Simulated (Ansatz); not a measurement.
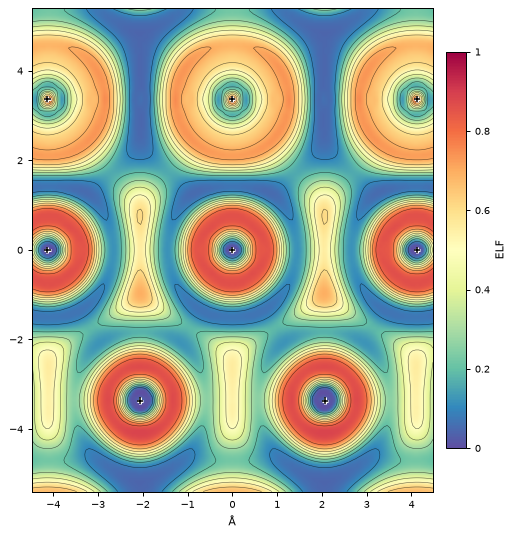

The electron localisation function on a plane through atoms (crosses mark nuclei in the plane).

The calculation used DFT PBE, scalar-relativistic, plane waves, PAW; 4f electrons in the core of a trivalent norm-conserving potential (Ansatz 0.2.0).

Candidates:
A. PrAlF, a = 3.46 Å, b = 3.46 Å, c = 6.27 Å, α = 90.00°, β = 90.00°, γ = 90.00°. Space group P4/mmm; a structure generated by program, which may or may not match a known phase; computed without spin polarisation; no Hubbard U on the f states and no spin–orbit coupling.
B. SrPrI, a = 5.83 Å, b = 5.83 Å, c = 4.13 Å, α = 90.00°, β = 90.00°, γ = 120.00°. Space group P-6m2; a structure generated by program, which may or may not match a known phase; computed without spin polarisation; no Hubbard U on the f states and no spin–orbit coupling.

> Which candidate gave the map?

Candidate B: SrPrI on the (110) plane of the conventional cell, which holds Sr, Pr and I. Sr–I (3.36 Å): the ELF peaks at about 0.70 in the valence shell of I, 1.3 Å from its nucleus, and drops to about 0.05 between the two atoms (no shared electron pair shows on this line).
